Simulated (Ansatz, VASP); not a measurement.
**CuI (Marshite) in two plane-wave programs**

Wanted: the spread between two codes on one cell, functional and k mesh.

Method: plane waves, with VASP 6.6.1 beside it; relaxation of cell and atoms at r2SCAN, in Ansatz 0.2.0.

The database entry behind the starting cell differs from later determinations by our own check (about 0.15 % long (mineral sample)), so it need not match the best structure at ambient conditions.

## 1. The structure

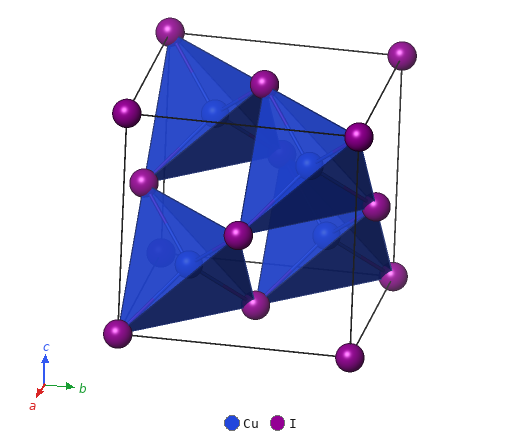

Start, viewed slightly off an axis; copper blue, iodine purple. This picture shows the conventional cell, with its axes. Bonds to atoms that aren't drawn are left out. Some periodic images of atoms are drawn too.

## 2. Ansatz: relaxation of cell and atoms, r2SCAN

Ansatz runs on its default PAW (the set named soft_2) files.

The relaxed volume is the usual yardstick between codes: its relative difference is about their pressure difference at one cell divided by the bulk modulus.

File input.yaml:

```yaml
crystal:
  lattice:
    - [0.0, 3.0315, 3.0315]
    - [3.0315, 0.0, 3.0315]
    - [3.0315, 3.0315, 0.0]
  atoms:
    - { symbol: Cu, position: [0.25, 0.25, 0.25] }
    - { symbol: I, position: [0.0, 0.0, 0.0] }
hamiltonian:
  xc: r2scan
  pseudopotentials: { kind: paw }
kpoints:
  mp_grid: { grid: [8, 8, 8] }
scf:
  occupations: { method: fermi_dirac, width: 0.05 }
relax:
  f_tol: 0.01
  max_steps: 60
  cell: { stress_tol: 0.05 }
output:
  forces: true
  stress: true
```

Started as:

```bash
$ ansatz run input.yaml --threads 4 --pin off --max-ram 9216MiB --backend cpu --events-out ev --progress --plain --runs-dir out
```

Numbers of over 12 decimals in the logs are rounded to 6 here.

The log of the run:

```text
Engine: ansatz 0.2.0, x86_64-unknown-linux-gnu
Pseudopotentials: kind: paw
Pseudopotential: Cu, paw, valence charge 19, recommended cutoff 500 eV (meta_gga), Cu.paw.azcp
Pseudopotential: I, paw, valence charge 17, recommended cutoff 500 eV (meta_gga), I.paw.azcp
Functional definition: r2SCAN
  parameter k0 = 0.174
  parameter k1 = 0.065
  parameter a1 = 4.9479
  exchange = r2scan_x(k0 = k0, k1 = k1, a1 = a1)
  correlation = r2scan_c
Crystal: 2 atoms, lattice volume = 55.719 Å³
Basis set: ecut = 500 eV, 1411 PW (Γ), exchange–correlation on 128×128×128 points (64 copies of the dense FFT grid, shifted against one another)
Bands: 22, of which v1, the nominal top of the filled ones, is band 18 counted from 1 (17 counted from 0)
Symmetry: 24 space group operations
Space group: F-43m (ITA 216), of the structure as read, at distance tolerance 3.8e-5 Å
k-points: 29 of 512 (time reversal used)
Non-local potential: Cu, projectors of the file, l = 0: 3, l = 1: 2, l = 2: 3, l = 3: 1
Non-local potential: I, projectors of the file, l = 0: 2, l = 1: 2, l = 2: 2, l = 3: 2
PAW form: soft (Blöchl's): semilocal exchange-correlation on the pseudo side does not see the compensation charge
PAW frozen core: Cu, regenerated for the run's functional (the file was generated under x = pbe(κ = 0.804, μ = 0.219515), c = pbe(β = 0.066725))
PAW frozen core: I, regenerated for the run's functional (the file was generated under x = pbe(κ = 0.804, μ = 0.219515), c = pbe(β = 0.066725))
PAW one-centre angular grid: Cu, 590 points (default); XC on 160 Gauss nodes
PAW one-centre angular grid: I, 590 points (default); XC on 160 Gauss nodes
Initial density: superposition of atomic densities (neutral atoms: chi_scale 0, normalization atom), corrected by the library's trained network
Initial wavefunctions: pseudopotential atomic-orbital guess
Functional: x = r2scan, c = r2scan; τ floored in thin density (d = 2e-4 eV/Å³)
SCF iter   1: F=—  HF=-14159.671108 eV  |F-HF|=—  |Δ(HF+E_count)|=         —  Δρ=2.36e-2  dr2=1.83e-1  dr2_τ=1.04e-3  ethr=1.77e-3  ⟨swp⟩=6.1  Hψ=3124  notcnv=0
preconditioner: auto → none  [insulator: Δε(μ)=1.823 eV  Ē_g=9.648 eV  σ=0.050 eV  W_gap=1.00  n_scr=14 (ndim 8)  ℏωp=21.1 eV  f_vac=0.182  D(μ)=0.00/eV (n_scr^D=0)  ε∞_Penn≈5.8]
SCF iter   2: F=—  HF=-14159.714651 eV  |F-HF|=—  |Δ(HF+E_count)|=   4.35e-2  Δρ=2.75e-2  dr2=2.80e-1  dr2_τ=1.60e-3  ethr=5.08e-4  ⟨swp⟩=3.0  Hψ=1616  notcnv=0
SCF iter   3: F=—  HF=-14159.644185 eV  |F-HF|=—  |Δ(HF+E_count)|=   7.05e-2  Δρ=2.48e-3  dr2=3.47e-3  dr2_τ=5.46e-5  ethr=5.08e-4  ⟨swp⟩=2.0  Hψ=1107  notcnv=0
SCF iter   4: F=—  HF=-14159.643269 eV  |F-HF|=—  |Δ(HF+E_count)|=   9.16e-4  Δρ=2.17e-3  dr2=1.73e-3  dr2_τ=4.08e-6  ethr=9.63e-6  ⟨swp⟩=2.0  Hψ=1002  notcnv=0
SCF iter   5: F=—  HF=-14159.642941 eV  |F-HF|=—  |Δ(HF+E_count)|=   3.28e-4  Δρ=7.08e-4  dr2=1.93e-4  dr2_τ=3.60e-7  ethr=4.80e-6  ⟨swp⟩=2.0  Hψ=758  notcnv=0
SCF iter   6: F=—  HF=-14159.642903 eV  |F-HF|=—  |Δ(HF+E_count)|=   3.77e-5  Δρ=3.11e-5  dr2=5.91e-7  dr2_τ=3.24e-8  ethr=5.35e-7  ⟨swp⟩=2.0  Hψ=795  notcnv=0
SCF iter   7: F=—  HF=-14159.642906 eV  |F-HF|=—  |Δ(HF+E_count)|=   3.06e-6  Δρ=5.31e-6  dr2=1.57e-8  dr2_τ=3.41e-10  ethr=2.78e-10  ⟨swp⟩=5.6  Hψ=2528  notcnv=0
SCF iter   8: F=-14159.642906 eV  HF=-14159.642906 eV  |F-HF|=6.18e-11  |Δ(HF+E_count)|=   1.85e-9  Δρ=6.57e-7  dr2=1.49e-10  dr2_τ=2.63e-12  ethr=4.36e-11  ⟨swp⟩=2.1  Hψ=2269  notcnv=0
SCF 1 converged in 8 iterations: F = -14159.642906 eV  dr2 = 1.49e-10
  greatest PAW one-centre occupation: 1.000 electrons in one spin orbital (limit 2), on the Cu atom at site 0 (counted from 0), in its partial waves of l = 0
relax step   1: F+E_penalty+E_count = -14159.64290624 eV  Δ(F+E_penalty+E_count) = +0.000e0 eV  max|allowed force component| = 5.551e-17 eV/Å  Δτ_max = 0.0000 Å  P = -0.829 GPa  Ω = 55.719 Å³  (8 SCF iters, dr2 threshold 1.00e-7 eV, accepted)
[...]
relax step   2: F+E_penalty+E_count = -14159.64610132 eV  Δ(F+E_penalty+E_count) = -3.195e-3 eV  max|allowed force component| = 8.674e-18 eV/Å  Δτ_max = 0.0000 Å  P = -0.007 GPa  Ω = 54.636 Å³  energy of the carried Pulay correction = +3.147e-4 eV  (6 SCF iters, dr2 threshold 2.00e-7 eV, accepted)
[...]
relax step   3: F+E_penalty+E_count = -14159.64578695 eV  Δ(F+E_penalty+E_count) = +3.144e-4 eV  max|allowed force component| = 1.874e-17 eV/Å  Δτ_max = 0.0000 Å  P = -0.013 GPa  Ω = 54.636 Å³  stress off target by 1.34e-2 GPa  SCF on the basis re-selected at this cell (its energy is not comparable with the rows above)  (6 SCF iters)
basis re-selected at this cell: Δ(F+E_penalty+E_count) = +3.144e-4 eV, ΔP = -0.006 GPa vs the last step (what re-selecting the basis moved, of the pressure what is left beyond the Pulay correction that the steps carried, after the strain that the cell walked since its last selection, with what the two solves' SCF thresholds leave and, on support functions, any second-order correction that the steps lacked; it is no m [...]
SCF converged after 6 iterations
Free energy (F): -14159.645787 eV
Harris-Foulkes:  -14159.645787 eV  (|F-HF|=2.00e-11)
Internal energy: -14159.645787 eV  (E = F + TS)
E sigma→0 (E₀):  -14159.645787 eV
Fermi energy:    9.129267 eV
--- Per-component energies (eV) ---
  E_band       = -898.783994
  E_kinetic    = 489.172957
  E_local      = -7589.603735  (includes V_loc(G=0)·N_el)
  E_nonlocal   = 321.051668
  E_hartree    = 3535.021680
  E_xc         = -202.069033
  E_vxc        = -260.139315  (∫ρ·V_xc dr)
  E_paw        = -6531.596600  (= ΣΔE_a)
  E_vpaw       = -945.875994  (= ΣTr[D̂ρ^β])
  E_aug_tail   = 0.000131  (compensation charges beyond the density's cutoff)
  E_vtau       = 16.566653  (kinetic-family band-sum trace: ∫τ·v_τ [+ j·A + Jᵃ·Aᵃ] dr)
  E_ewald      = -4181.394799
  E_core_change = -0.228055  (= ΣΔE_core)
  E_smearing   = -0.000000  (= −TS)
  E_closure    = 0.000000  (closes the sum)
  Σ components = -14159.645787   (vs F -14159.645787, Δ=0.00e0)
--- Forces (eV/Å), atoms counted from 1 ---
  atom   1  Cu    -0.00000000    -0.00000000     0.00000000
  atom   2  I      0.00000000    -0.00000000    -0.00000000
  max |Σ_I F_I| component: 4.74e-17 eV/Å
--- Stress (GPa, compression-positive) ---
       -0.013442      -0.000000      -0.000000
       -0.000000      -0.013442      -0.000000
        0.000000      -0.000000      -0.013442
  P = ⅓ Tr σ = -0.0134 GPa (-0.134 kbar)
--- Relaxed structure (2 steps of the walk, 2 accepted, 1 SCFs on fresh bases) ---
  F+E_penalty+E_count = -14159.64578695 eV   max|allowed force component| = 1.874e-17 eV/Å   (the final SCF, on the basis selected at the relaxed cell)
  cell:  # Å, volume = 54.6361 Å³
    - [0, 3.011734, 3.011734]
    - [3.011734, 0, 3.011734]
    - [3.011734, 3.011734, 0]
  atoms:
    - { symbol: Cu, position: [0.25, 0.25, 0.25] }
    - { symbol: I, position: [0, 0, 0] }
```

Wall time 12 s (4 threads of Intel Xeon Platinum 8259CL at 2.50GHz (Skylake/Cascade Lake), shared host); peak memory 0.6 GiB; 34 s of CPU time.

## 3. VASP: relaxation of cell and atoms, r2SCAN

The same cell, functional, mesh and smearing now go to VASP, with its own data sets and cutoff.

Lines of VASP's logs that name or quote its potential files are left out, and so is its time.

File INCAR:

```
SYSTEM = CuI
PREC = Accurate
ENCUT = 520
EDIFF = 1E-06
NELM = 100
ISMEAR = -1
SIGMA = 0.05
LREAL = .FALSE.
ALGO = Normal
METAGGA = R2SCAN
LASPH = .TRUE.
NBANDS = 15
LORBIT = 11
LWAVE = .FALSE.
LCHARG = .FALSE.
KPAR = 2
IBRION = 2
NSW = 60
ISIF = 3
EDIFFG = -0.01
```

File POSCAR:

```
CuI
1.0
    0.0000000000      3.0315000000      3.0315000000
    3.0315000000      0.0000000000      3.0315000000
    3.0315000000      3.0315000000      0.0000000000
Cu I
1 1
Direct
    0.2500000000      0.2500000000      0.2500000000
    0.0000000000      0.0000000000      0.0000000000
```

File KPOINTS:

```
Automatic mesh
0
Gamma
8 8 8
0 0 0
```

PAW data sets: Cu and I (PBE family, release 64).

Started as:

```bash
$ mpirun -np 2 vasp_std
```

The log of the run:

```text
[banner, memory and clock lines left out]
running    2 mpi-ranks, on    1 nodes
 distrk:  each k-point on    1 cores,    2 groups
 distr:  one band on    1 cores,    1 groups

 POSCAR found type information on POSCAR CuI
 POSCAR found :  2 types and       2 ions
|                                                                             |
|               ----> ADVICE to this user running VASP <----                  |
|                                                                             |
|     You enforced a specific xc type in the INCAR file but a different       |
|     [... a line on the potential file left out ...]
|     I HOPE YOU KNOW WHAT YOU ARE DOING!                                     |
|                                                                             |

 LDA part: xc-table for (None), standard interpolation
 POSCAR, INCAR and KPOINTS ok, starting setup
 FFT: planning ... GRIDC
 FFT: planning ... GRID_SOFT
 FFT: planning ... GRID
 WAVECAR not read
 entering main loop
       N       E                     dE             d eps       ncg     rms          rms(c)
DAV:   1     0.641964268883E+02    0.64196E+02   -0.76881E+03   870   0.130E+03
DAV:   2    -0.331456092679E+02   -0.97342E+02   -0.88510E+02   905   0.243E+02
DAV:   3    -0.389351613294E+02   -0.57896E+01   -0.57084E+01  1178   0.645E+01
DAV:   4    -0.390836565761E+02   -0.14850E+00   -0.14844E+00   961   0.989E+00
DAV:   5    -0.390912200880E+02   -0.75635E-02   -0.75633E-02  1386   0.253E+00    0.576E+00
DAV:   6    -0.361369022336E+02    0.29543E+01   -0.66885E+00   884   0.665E+01    0.458E+00
DAV:   7    -0.357895164399E+02    0.34739E+00   -0.10613E+00  1108   0.369E+01    0.234E+00
DAV:   8    -0.358340886092E+02   -0.44572E-01   -0.51776E-01  1076   0.206E+01    0.145E+00
DAV:   9    -0.357912467925E+02    0.42842E-01   -0.18314E-01   940   0.126E+01    0.870E-02
DAV:  10    -0.357926472759E+02   -0.14005E-02   -0.62762E-03  1045   0.638E-01    0.100E-01
DAV:  11    -0.357927502434E+02   -0.10297E-03   -0.80582E-04  1137   0.774E-01    0.849E-02
DAV:  12    -0.357926777109E+02    0.72533E-04   -0.19288E-04  1193   0.410E-01    0.313E-02
DAV:  13    -0.357926647209E+02    0.12990E-04   -0.73743E-05  1112   0.240E-01    0.647E-03
DAV:  14    -0.357926665367E+02   -0.18158E-05   -0.10014E-05  1396   0.439E-02    0.547E-03
DAV:  15    -0.357926672432E+02   -0.70648E-06   -0.63844E-07   547   0.251E-02
   1 F= -.35792667E+02 E0= -.35792667E+02  d E =-.357927E+02
 curvature:   0.00 expect dE= 0.000E+00 dE for cont linesearch  0.000E+00
 trial: gam= 0.00000 g(F)=  0.127E-43 g(S)=  0.859E-02 ort = 0.000E+00 (trialstep = 0.100E+01)
 search vector abs. value=  0.859E-02
 bond charge predicted
       N       E                     dE             d eps       ncg     rms          rms(c)
DAV:   1    -0.359668040536E+02   -0.17414E+00   -0.25648E+00   870   0.368E+01    0.338E+00
DAV:   2    -0.358700700797E+02    0.96734E-01   -0.15806E+00   870   0.364E+01    0.139E+00
DAV:   3    -0.357996488182E+02    0.70421E-01   -0.29532E-01   870   0.194E+01    0.506E-01
DAV:   4    -0.357961779075E+02    0.34709E-02   -0.21753E-02  1196   0.110E+00    0.217E-01
DAV:   5    -0.357955883838E+02    0.58952E-03   -0.24198E-03  1142   0.155E+00    0.121E-01
DAV:   6    -0.357955798530E+02    0.85308E-05   -0.49655E-04  1358   0.212E-01    0.448E-02
DAV:   7    -0.357955564060E+02    0.23447E-04   -0.56134E-05  1230   0.102E-01    0.194E-02
DAV:   8    -0.357955463182E+02    0.10088E-04   -0.18539E-05  1340   0.122E-01    0.580E-03
DAV:   9    -0.357955458720E+02    0.44619E-06   -0.34484E-06   926   0.119E-02
   2 F= -.35795546E+02 E0= -.35795546E+02  d E =-.287863E-02
 trial-energy change:   -0.002879  1 .order   -0.003392   -0.008595    0.001810
 step:   0.7743(harm=  0.8260)  dis= 0.00000  next Energy=   -35.795756 (dE=-0.309E-02)
 bond charge predicted
       N       E                     dE             d eps       ncg     rms          rms(c)
DAV:   1    -0.358040347464E+02   -0.84884E-02   -0.13338E-01   870   0.857E+00    0.716E-01
DAV:   2    -0.357984658200E+02    0.55689E-02   -0.64973E-02   870   0.808E+00    0.255E-01
DAV:   3    -0.357960412727E+02    0.24245E-02   -0.11635E-02   870   0.350E+00    0.131E-01
DAV:   4    -0.357957387296E+02    0.30254E-03   -0.93795E-04  1254   0.398E-01    0.379E-02
DAV:   5    -0.357957258911E+02    0.12839E-04   -0.43692E-05  1129   0.717E-02    0.241E-02
DAV:   6    -0.357957075049E+02    0.18386E-04   -0.93920E-06  1396   0.614E-02    0.305E-03
DAV:   7    -0.357957077749E+02   -0.26991E-06   -0.52247E-07   526   0.113E-02
   3 F= -.35795708E+02 E0= -.35795708E+02  d E =-.304053E-02
 curvature:  -0.38 expect dE=-0.140E-05 dE for cont linesearch -0.140E-05
 trial: gam=-0.02034 g(F)=  0.136E-44 g(S)=  0.371E-05 ort = 0.178E-03 (trialstep = 0.955E+00)
 search vector abs. value=  0.170E-08
 reached required accuracy - stopping structural energy minimisation
```

From OUTCAR (step 3):

```text
ion  position               nearest neighbor table
   1  0.250  0.250  0.250-   2 2.63   2 2.63   2 2.63   2 2.63
   2  0.000  0.000  0.000-   1 2.63   1 2.63   1 2.63   1 2.63

  LATTYP: Found a face centered cubic cell.
 ALAT       =     6.0630000000

 Subroutine GETGRP returns: Found 24 space group operations
 (whereof 24 operations were pure point group operations)

The static configuration has the point symmetry T_d .

 Found     29 irreducible k-points:

   k-points           NKPTS =     29   k-points in BZ     NKDIM =     29   number of bands    NBANDS=     15

   dimension x,y,z NGX =    32 NGY =   32 NGZ =   32
   dimension x,y,z NGXF=    64 NGYF=   64 NGZF=   64

   ENCUT  =  520.0 eV  38.22 Ry    6.18 a.u.   7.97  7.97  7.97*2*pi/ulx,y,z

   NELECT =      18.0000    total number of electrons

 k-points in reciprocal lattice and weights: Automatic mesh
   0.00000000  0.00000000  0.00000000       0.002
   0.12500000  0.00000000  0.00000000       0.016
   0.25000000  0.00000000  0.00000000       0.016
   0.37500000  0.00000000  0.00000000       0.016
   0.50000000  0.00000000  0.00000000       0.008
   0.12500000  0.12500000  0.00000000       0.012
   0.25000000  0.12500000  0.00000000       0.047
   0.37500000  0.12500000  0.00000000       0.047
   0.50000000  0.12500000  0.00000000       0.047
[...]
-0.37500000  0.50000000  0.12500000       0.023
  -0.25000000  0.50000000  0.25000000       0.012

 average (electrostatic) potential at core
       1 -71.2387       2 -97.1933

 E-fermi :   5.3502

 k-point     1 :       0.0000    0.0000    0.0000
  band No.  band energies     occupation
    ...
      5       2.5544      2.00000
      6       2.5544      2.00000
      7       4.4701      2.00000
      8       4.4702      2.00000
      9       4.4702      2.00000
     10       6.1420      0.00000
     11       9.6910      0.00000
     12       9.6911      0.00000
     13       9.6911      0.00000
     14      13.1535      0.00000
    ...

 k-point     2 :       0.1250    0.0000    0.0000
  band No.  band energies     occupation
    ...
      5       2.5479      2.00000
      6       2.5479      2.00000
      7       3.8703      2.00000
      8       4.3490      2.00000
      9       4.3491      2.00000
     10       6.7987      0.00000
     11       9.6016      0.00000
     12       9.9206      0.00000
     13       9.9207      0.00000
     14      13.8093      0.00000
    ...

 k-point     3 :       0.2500    0.0000    0.0000
  band No.  band energies     occupation
    ...
      5       2.5445      2.00000
      6       2.5446      2.00000
      7       3.1666      2.00000
      8       4.0818      2.00000
      9       4.0819      2.00000
     10       7.2037      0.00000
     11      10.2611      0.00000
     12      10.2612      0.00000
     13      10.3677      0.00000
     14      13.6102      0.00000
    ...

  Total       -0.0071567     -0.0071567     -0.0071567      0.0000000      0.0000000     -0.0000000
  in kB       -0.2098138     -0.2098138     -0.2098138      0.0000000      0.0000000     -0.0000000
  external PRESSURE =      -0.2098138 kB  Pullay stress =       0.0000000 kB

  energy-cutoff  :      520.00
  volume of cell :       54.65
      direct lattice vectors                 reciprocal lattice vectors
    -0.000000000  3.011988254  3.011988254    -0.166003303  0.166003303  0.166003303
     3.011988254  0.000000000  3.011988254     0.166003303 -0.166003303  0.166003303
     3.011988254  3.011988254  0.000000000     0.166003303  0.166003303 -0.166003303

 POSITION                                       TOTAL-FORCE (eV/Angst)
 -----------------------------------------------------------------------------------
      1.50599      1.50599      1.50599        -0.000000      0.000000      0.000000
      0.00000      0.00000      0.00000         0.000000     -0.000000     -0.000000
 -----------------------------------------------------------------------------------
    total drift:                               -0.000010     -0.000010     -0.000010

  FREE ENERGIE OF THE ION-ELECTRON SYSTEM (eV)
  ---------------------------------------------------
  free  energy   TOTEN  =       -35.7957077749 eV

  energy  without entropy=      -35.7957077740  energy(sigma->0) =      -35.79570777

 reached required accuracy - stopping structural energy minimisation

 total charge
# of ion       s       p       d       tot
------------------------------------------
    1        0.325   0.279   9.362   9.965
    2        1.491   2.816   0.056   4.364
--------------------------------------------------
tot          1.816   3.095   9.418  14.329

[... 3 further parts left out ...]
```

## 4. Side by side

Known differences besides the PAW data sets themselves: VASP keeps PBE cores, Ansatz makes them for the functional; both relaxations stop at a tolerance, which leaves soft axes loose, and VASP keeps its plane-wave basis; the data sets hold 36 valence electrons in Ansatz (default PAW (the set named soft_2) files) and 18 in VASP; the cutoff is 500 eV in Ansatz and 520 eV in VASP; Ansatz adds a Pulay correction to the stress that steers its cell, VASP none. Total energies have different zeros and are not compared.

Compared:

| quantity | Ansatz | VASP | difference |
| --- | --- | --- | --- |
| volume (Å³) | 54.64 | 54.65 | -0.03 % |
| edge a after relaxation, in the typed setting (Å) | 4.259 | 4.260 | -0.01 % |

The walks stopped with -0.01 GPa left in Ansatz and -0.02 GPa in VASP; each walk ends within a tolerance, so the volume difference is uncertain by about these residues over the bulk modulus, most in soft cells.

## 5. Summary of results

* difference in volume (relaxation of cell and atoms, r2SCAN): -0.025 %

**Reading.** The difference in volume is -0.025 % (relaxation of cell and atoms, r2SCAN), within the 1.2 % picked in this series as the mark of a large difference, as far as the stopping tolerances let one tell. Differences of this kind measure data sets and numerical settings, not the functional's error against experiment.

[Lines on the potential files, build, host, timing and source positions are cut from VASP's logs without a mark.]

[Logs are printed without paths, hosts, clocks, repeated set-up lines and the standing remarks that a program may print on its own settings, such as how far it seeks lower states.]

[Hosts, paths, dates, database ids (printed as entryN), source tags and the programs' standing remarks are cut or masked in the printed files.]
